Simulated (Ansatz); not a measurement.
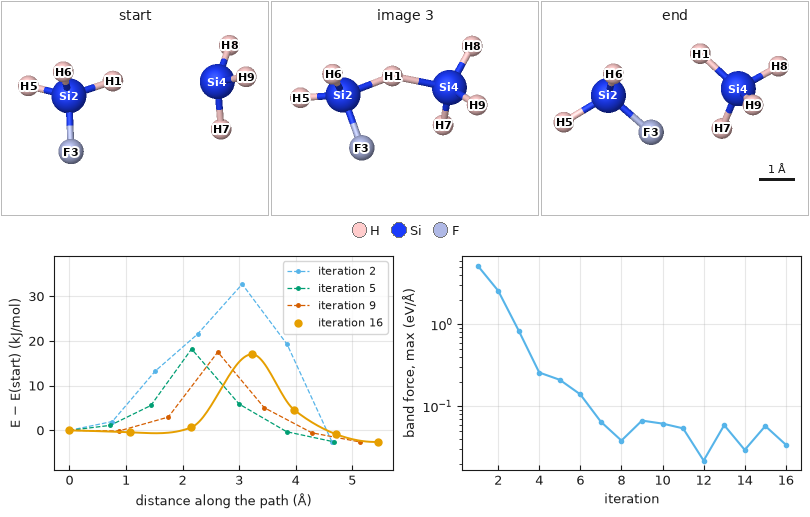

A search for the minimum-energy path of Si2H6F (multiplicity 2), made up at the start of SiH3F and SiH$_{3}$ by the nudged elastic band. Images are numbered from 0 (start) to 6 (end). The plot follows the band through its iterations. A ball-and-stick model, seen at a tilt.

Level of theory: UKS PBE/def2-SVP (Ansatz). Run with 5 movable images; climbing image; force threshold 0.05 eV/Å; iteration limit 60; starting path through a guess of the saddle point.

Did the band converge, and can the barrier be trusted?

Answer. The result is final at these settings. The band converged in 16 iterations. The largest component of the band force went from 5.2 to 0.034 eV/Å. The climbing image converged on the top of the path. Its vibrational analysis gives one imaginary mode (694i cm⁻¹), as a transition state must have. The first iteration put the highest image at 124.3 kJ/mol. The highest point, image 3, lies 17.0 kJ/mol above the start and 19.6 kJ/mol above the end; the end is at −2.6 kJ/mol relative to the start.

Limits of the set-up: the start holds two separate molecules, 3.3 Å apart at their closest, whose relative position is a soft coordinate and is computed without a dispersion correction.
